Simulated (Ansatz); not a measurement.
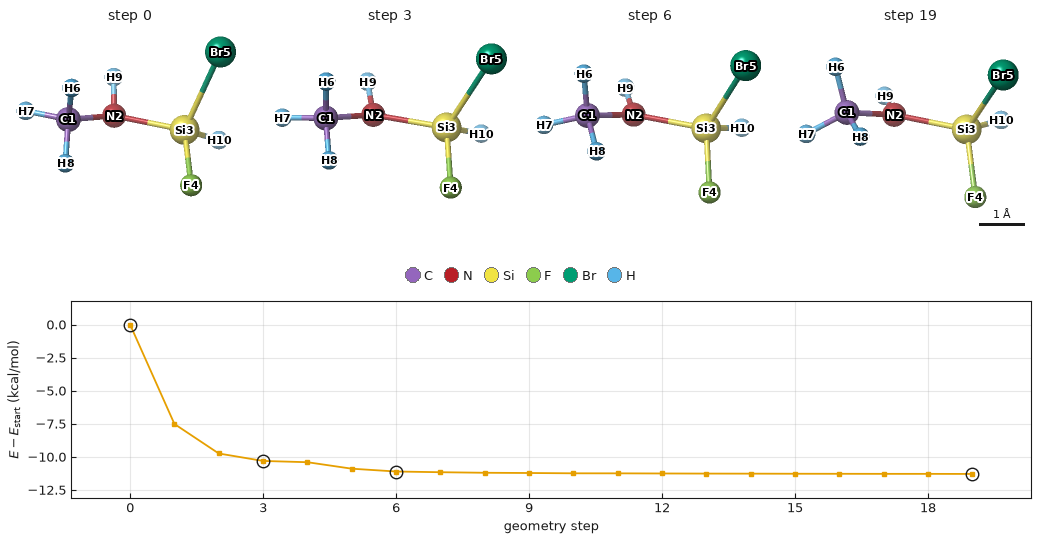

Frames of a relaxation of CH$_{5}$BrFNSi (coarse preliminary run), marked on the history of the run. A ball-and-stick model, seen at a tilt.

The start comes from a force field.

Method: RKS PBE-D4/def2-SVP (Ansatz 0.2.0). Set-up: force threshold 0.03 eV/Å; at most 200 steps.

### Describe the path.

Over 19 geometry steps the energy falls by 11.3 kcal/mol. Largest force component: 2.6 eV/Å at the start, 0.018 eV/Å at the end. The forces were under the threshold at step 14, but the run went on from there. The largest move after the best rigid fit is that of H8, 0.86 Å. By element the largest moves are H 0.86 Å, Br 0.78 Å, F 0.52 Å, C 0.19 Å, Si 0.06 Å, N 0.03 Å. Near-neighbour distances that change, for instance: C1–N2 1.386 → 1.455 Å, Si3–F4 1.568 → 1.635 Å, N2–H9 0.977 → 1.023 Å, N2–Si3 1.672 → 1.711 Å. Among the angles between lasting bonds that change: Si3–N2–H9 106.3° → 116.7°, C1–N2–H9 109.8° → 115.1°, F4–Si3–Br5 108.6° → 103.5°. Cost: 31 s on 4 threads of Arm Neoverse V1, with other jobs on the host. From step 0 to 3: Br5 moves most (0.35 Å), energy −10.3 kcal/mol. From step 3 to 6: H8 moves most (0.32 Å), energy −0.80 kcal/mol. From step 6 to 19: H8 moves most (0.39 Å), energy −0.18 kcal/mol.

```csv
step,"E − E(0), kcal/mol","largest force component, eV/Å"
0,0.00,2.6480
1,-7.51,1.3024
2,-9.74,0.6008
3,-10.31,0.3381
4,-10.40,0.5480
5,-10.89,0.1512
6,-11.10,0.1064
7,-11.16,0.0467
8,-11.20,0.0784
9,-11.22,0.2054
10,-11.24,0.0944
11,-11.24,0.0819
12,-11.25,0.0837
13,-11.26,0.0324
14,-11.27,0.0274
15,-11.27,0.0196
16,-11.28,0.0582
17,-11.28,0.0304
18,-11.28,0.0221
19,-11.29,0.0176
```
